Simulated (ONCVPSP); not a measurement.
**Run report: In, pseudopotential generation**

System: indium (In, Z = 49), core [Kr], reference valence 4d10 5s1.5 (an ion of charge +1.5), valence charge 13.
Method: ONCV potential, PBE, scalar-relativistic, made with ONCVPSP 4.0.1.

## Input file
```
# ATOM AND REFERENCE CONFIGURATION
# atsym  z   nc   nv     iexc    psfile
  In 49.00    8    2        4      upf
#
#   n    l    f
    1    0    2.00
    2    0    2.00
    2    1    6.00
    3    0    2.00
    3    1    6.00
    3    2   10.00
    4    0    2.00
    4    1    6.00
    4    2   10.00
    5    0    1.50
#
# PSEUDOPOTENTIAL AND OPTIMIZATION
# lmax
    2
#
#   l,   rc,      ep,       ncon, nbas, qcut
    0    2.10    0.00    3    7    3.00
    1    1.60    0.46    4    9    5.80
    2    1.25    0.00    4    9   11.80
#
# LOCAL POTENTIAL
# lloc, lpopt,  rc(5),   dvloc0
    4    5    0.85    0.00
#
# VANDERBILT-KLEINMAN-BYLANDER PROJECTORs
# l, nproj, debl
    0    1    3.10
    1    2    2.80
    2    2    3.40
#
# MODEL CORE CHARGE
# icmod, fcfact, rcfact
    3    6.00    1.50
#
# LOG DERIVATIVE ANALYSIS
# epsh1, epsh2, depsh
   -3.00    5.00    0.02
#
# OUTPUT GRID
# rlmax, drl
    6.00    0.01
#
# TEST CONFIGURATIONS
# ncnf
    4
# nvcnf
#   n    l    f
    3
    4    2   10.00
    5    0    2.00
    5    1    1.00
#
    2
    4    2   10.00
    5    0    2.00
#
    2
    4    2   10.00
    5    0    1.00
#
    3
    4    2    9.00
    5    0    2.00
    5    1    2.00
#
```

Hardware: 1 CPU thread, shared host.

Run as:
```bash
oncvpsp.x < In.dat > In.out
```

## Output (extracts)
```
ONCVPSP  (Optimized Norm-Conservinng Vanderbilt PSeudopotential)
scalar-relativistic version 4.0.1

#   n    l    f        energy (Ha)
    1    0    2.00    -1.0204224E+03
    2    0    2.00    -1.5318067E+02
    2    1    6.00    -1.3753283E+02
    3    0    2.00    -2.9443211E+01
    3    1    6.00    -2.4319149E+01
    3    2   10.00    -1.6365544E+01
    4    0    2.00    -4.8615294E+00
    4    1    6.00    -3.3355337E+00
    4    2   10.00    -1.1457725E+00
    5    0    1.50    -7.0591274E-01

Reference configufation results
  iterations    21
  all-electron total energy (Ha)   -5.88112559D+03

Begin loop to  construct optimized pseudo wave functions
and semi-local pseudopoentials for all angular momenta

Calculating optimized projector #   1

 for l=   0

    Fraction of norm inside rc  0.391678
    Optimizing pswf for qcut=   3.00 a_B^-1,  ecut=   4.49 Ha
    Residual kinetic energy error=  2.37D-03 Ha

    Energy error per electron        Cutoff
         Ha          eV             Ha
         0.01000     0.27211        3.39
         0.00100     0.02721        7.69
         0.00010     0.00272       29.11
         0.00001     0.00027       55.28

   Wellstate for l =  1  n =  6
     eigenvalue =   0.4600
     asymptotic potential =   0.9600
     half-point radius =  4.0673

   Wellstate for l =  1  n =  7
     eigenvalue =   3.2600
     asymptotic potential =   3.7600
     half-point radius =  3.0998

Calculating optimized projector #   1

 for l=   1

    Fraction of norm inside rc  0.064034
    Optimizing pswf for qcut=   5.80 a_B^-1,  ecut=  16.84 Ha
    Residual kinetic energy error=  7.58D-04 Ha
 ERROR pspot:  first pseudo wave function has node,          program will stop
 ERROR pspot: try changing psp parameters for this l
```

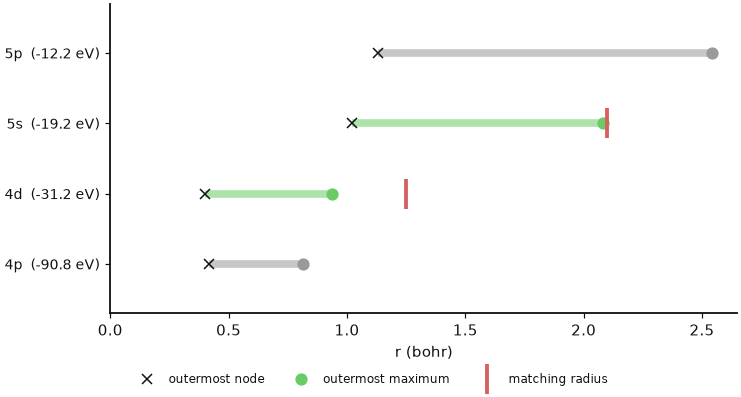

Figure 1. Outer shells of the all-electron reference atom: each bar runs from the outermost node (or the nucleus) to the outermost maximum of u(r); the tick is the radius chosen for the pseudo-wave. Shells without a tick have no pseudo-wave of their own. Levels, nodes and maxima are from ld1.x, scalar-relativistic.

- Radii against the shells: 4d: 1.25 bohr, outside the maximum; 5s: 2.10 bohr, outside the maximum.

## What the run reported

- outcome: ended with an error
- wall time: 0.85 s

## What went wrong

The generator stopped with the message “ERROR pspot: first pseudo wave function has node, program will stop”. In words: the optimised pseudo-wave of the first projector has a node, so the radial equation cannot be inverted for a potential. It was at work on the p channel when it stopped.
